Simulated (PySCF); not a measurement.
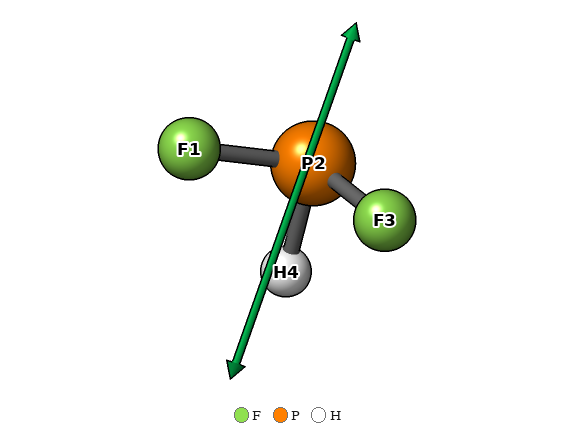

The double arrow shows the direction of the transition dipole to excited singlet state 3 (its length means nothing). The geometry was computed by an optimisation with PBE0-D3(BJ)/def2-SVP. No frequency run is at hand to confirm it as a minimum. Level of theory: TDDFT CAM-B3LYP/def2-SVPD, vertical, gas phase, core orbitals frozen in the response (PySCF 2.14.0).

**Give its energy, strength and character.**

7.94 eV (156 nm), oscillator strength 0.13, mainly HOMO → LUMO+2 (weight 0.96); transition dipole 2.12 D.
